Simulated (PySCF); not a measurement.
NaLi

```yaml
atoms:
  - { symbol: Na, position_ang: [0.0000, 0.0000, -0.6823] }
  - { symbol: Li, position_ang: [0.0000, 0.0000, 2.2357] }
```

Computed with PySCF 2.14.0, PBE0/pcseg-2, non-relativistic, at a bond length of 2.918 Å.

> What will maps of the electron density and electron localisation function show?

Na–Li (2.92 Å): the density is about 0.07 e/Å³ at the midpoint; the ELF peaks at about 0.95 between the atoms.

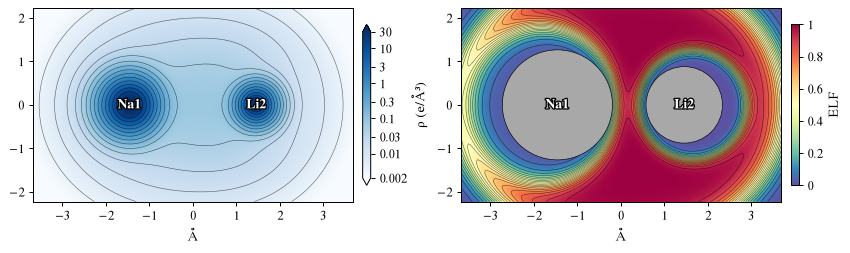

Computed electron density and electron localisation function on a plane that holds the molecular axis, in this order. Grey discs cover the atomic cores in the ELF map. 
